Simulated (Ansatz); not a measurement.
SiPH5O2: several calculations on one system

## 1. Relaxation

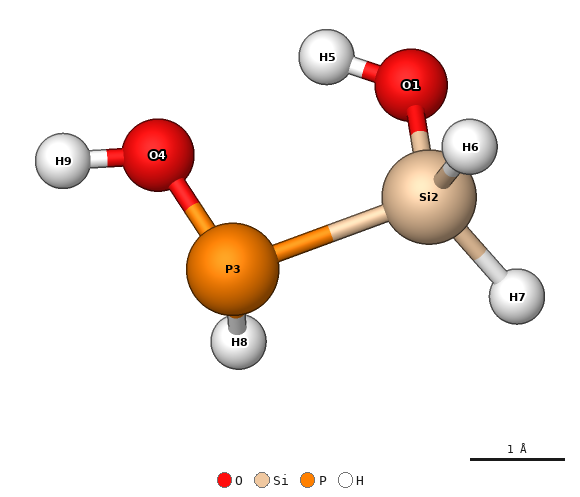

SiPH5O2, before the relaxation. Style: ball-and-stick. Shown face on.

The run prepares an end point of a later path (hydrogen shift) calculation, from a guessed geometry.

Level of theory: RKS PBE/STO-3G (Ansatz).

Input
```yaml
crystal:
  periodic: [false, false, false]
  atoms:
    - { symbol: O, position_ang: [-1.0108, 0.7681, -1.08] }
    - { symbol: Si, position_ang: [0.4601, 1.0621, -0.4775] }
    - { symbol: P, position_ang: [0.7186, -0.7496, 0.795] }
    - { symbol: O, position_ang: [-0.7287, -1.1584, 1.0461] }
    - { symbol: H, position_ang: [-1.5357, 0.1256, -0.6007] }
    - { symbol: H, position_ang: [0.4665, 2.3053, 0.355] }
    - { symbol: H, position_ang: [1.5007, 1.1081, -1.5549] }
    - { symbol: H, position_ang: [1.0842, -1.6298, -0.2546] }
    - { symbol: H, position_ang: [-0.8664, -1.8777, 1.7546] }
basis:
  gaussian: { orbitals: STO-3G }
hamiltonian:
  xc: pbe
relax:
  f_tol: 0.02
  max_steps: 50
```

Run as
```bash
ansatz run input.yaml --threads 1 --pin off --max-ram 2048MiB --backend cpu --events-out ev --progress --plain --runs-dir out
```

Where does the relaxation end?

The atom that moves furthest after the best rigid fit is H9 (0.78 Å). By element the largest moves are H 0.78 Å, O 0.52 Å, P 0.20 Å, Si 0.08 Å. Near-neighbour distances that change, for instance: P3–O4 1.525 → 1.806 Å, O1–H5 0.958 → 1.077 Å, O1–Si2 1.616 → 1.717 Å, Si2–P3 2.229 → 2.279 Å. Bond angles that change, for instance: Si2–O1–H5 115.7° → 97.4°, P3–O4–H9 115.6° → 101.3°, Si2–P3–O4 101.6° → 88.6°. Groups turn about P3–O4 by about 65°, O1–Si2 by about 20°. Over 11 accepted moves (12 points after the start) the energy falls by 2.403 eV. The largest force component goes from 11 to 0.0083 eV/Å. The line search rejected the trial step at point 5 of the run.

The structure at the end:

```xyz
9

O    -1.2187    0.7354   -0.7881
Si    0.4338    1.0194   -0.4166
P     0.8867   -0.7978    0.8816
O    -0.7970   -1.3775    0.5786
H    -1.3132   -0.2110   -0.2829
H     0.6371    2.2697    0.3213
H     1.3032    1.1039   -1.5962
H     1.3868   -1.5536   -0.2230
H    -1.2302   -1.2348    1.5083
```

After the run, drawn alike:

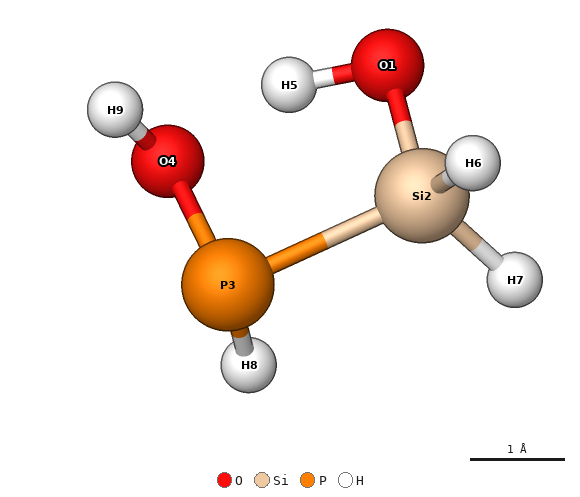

Limits of the set-up: STO-3G is a minimal basis, so the numbers are rough.

## 2. Relaxation

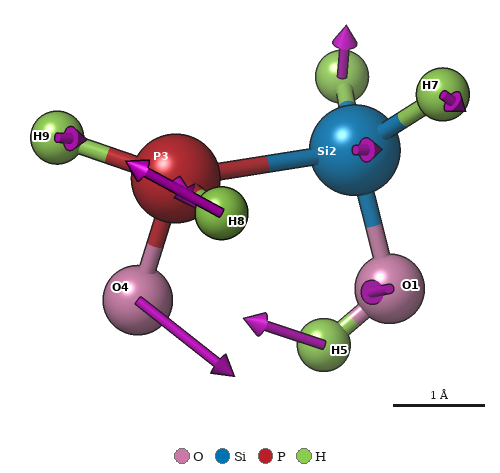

A relaxation of SiPH$_{5}$O$_{2}$. The starting structure is drawn; purple arrows show the displacements, 2 times their true length. The two geometries are superimposed by the best rigid fit.

The picture is a ball-and-stick view, seen at a tilt.

The run prepares an end point of a later path (hydrogen shift) calculation, from a guessed geometry.

These are results of Ansatz, RKS PBE/STO-3G, not measurements.

The input:
```yaml
crystal:
  periodic: [false, false, false]
  atoms:
    - { symbol: O, position_ang: [-1.0108, 0.7681, -1.08] }
    - { symbol: Si, position_ang: [0.4601, 1.0621, -0.4775] }
    - { symbol: P, position_ang: [0.7186, -0.7496, 0.795] }
    - { symbol: O, position_ang: [-0.7287, -1.1584, 1.0461] }
    - { symbol: H, position_ang: [-1.5357, 0.1256, -0.6007] }
    - { symbol: H, position_ang: [0.4665, 2.3053, 0.355] }
    - { symbol: H, position_ang: [1.5007, 1.1081, -1.5549] }
    - { symbol: H, position_ang: [1.0842, -1.6298, -0.2546] }
    - { symbol: H, position_ang: [0.99065, -1.01677, 2.14207] }
basis:
  gaussian: { orbitals: STO-3G }
hamiltonian:
  xc: pbe
relax:
  f_tol: 0.02
  max_steps: 50
output:
  orbitals: {}
```

Run as
```bash
ansatz run input.yaml --threads 1 --pin off --max-ram 2048MiB --backend cpu --events-out ev --progress --plain --runs-dir out
```

What did the optimiser do to the structure, and how much energy did it gain?

The largest move after the best rigid fit is that of O4, 0.70 Å. Largest moves by element: O 0.70 Å, H 0.63 Å, Si 0.21 Å, P 0.20 Å. Among the contacts that change: O4–H5 2.239 → 1.250 Å, O1–H5 0.958 → 1.233 Å, P3–O4 1.525 → 1.675 Å, Si2–P3 2.229 → 2.367 Å. New bonds form, among them: O4–H5 (2.24 → 1.25 Å). Among the angles between lasting bonds that change: Si2–P3–H8 96.4° → 123.2°, H8–P3–H9 122.9° → 97.2°, O4–P3–H9 88.6° → 109.9°. Over 10 accepted moves (11 points after the start) the energy falls by 78.6 kcal/mol. Largest force component: 7 eV/Å at the start, 0.0041 eV/Å at the end. The line search rejected the trial step at point 6 of the run. Cost: 22 s on 1 thread of Arm Neoverse V2, with other jobs on the host, peak memory 0.12 GiB.

Limits of the set-up: STO-3G is a minimal basis, so the numbers are rough.

## 3. Path

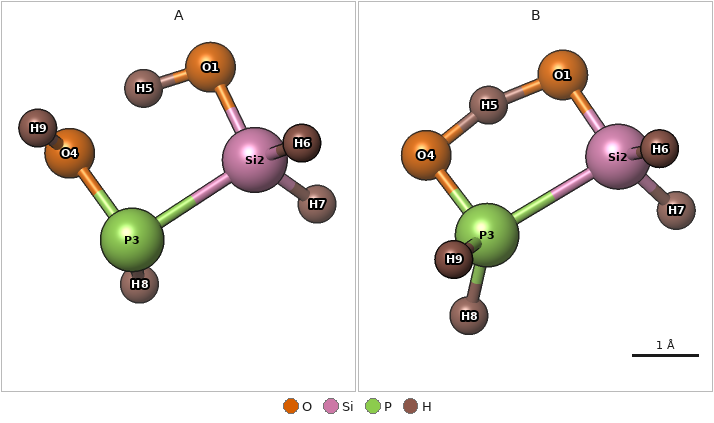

The two relaxed end points of a path for SiPH$_{5}$O$_{2}$. Style: ball-and-stick. Shown face on.

The calculation used RKS PBE/STO-3G (Ansatz 0.2.0).

Set-up: 7 movable images; climbing image; force threshold 0.05 eV/Å; iteration limit 60.

Start:
```xyz
9

O    -1.2173    0.7417   -0.7844
Si    0.4361    1.0201   -0.4125
P     0.8852   -0.8036    0.8778
O    -0.8000   -1.3780    0.5731
H    -1.3138   -0.2067   -0.2832
H     0.6428    2.2668    0.3307
H     1.3051    1.1076   -1.5920
H     1.3830   -1.5560   -0.2302
H    -1.2325   -1.2382    1.5036
```

End:
```xyz
9

O    -1.2342    0.8650   -1.0827
Si    0.2756    1.1796   -0.4867
P     0.2733   -0.9191    0.6075
O    -1.2548   -1.3125    0.0451
H    -1.4217   -0.2511   -0.5935
H     0.4851    2.2104    0.5407
H     1.4483    1.2130   -1.3730
H     1.1961   -1.9705    0.2918
H     0.3208   -1.0611    2.0338
```

> Predict the minimum-energy path and its barrier.

The energy climbs by 69.3 kcal/mol to image 4 and then falls by 32.3 kcal/mol, so the end point sits at +37.1 kcal/mol. Breaking: O4–H9 (1.04 → 1.61 at the top → 2.55 Å). Forming: O4–H5 (1.54 → 1.22 at the top → 1.25 Å), P3–H9 (2.25 → 1.49 at the top → 1.43 Å). The band is converged. At the top, the vibrational analysis gives one imaginary mode (1374i cm⁻¹), as a transition state must have.

Energies of the converged images:

| image | path (Å) | E (kcal/mol) |
| --- | --- | --- |
| 0 | 0.00 | 0.0 |
| 1 | 0.37 | 1.8 |
| 2 | 0.73 | 12.0 |
| 3 | 1.10 | 44.7 |
| 4 | 1.47 | 69.3 |
| 5 | 1.84 | 54.6 |
| 6 | 2.21 | 41.2 |
| 7 | 2.58 | 37.8 |
| 8 | 2.95 | 37.1 |

The geometry at the top of the path:

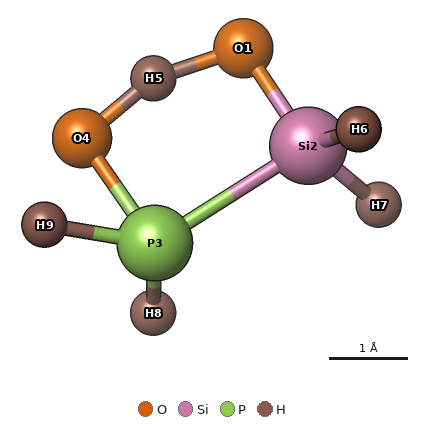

Limits of the set-up: STO-3G is a minimal basis, so the numbers are rough.
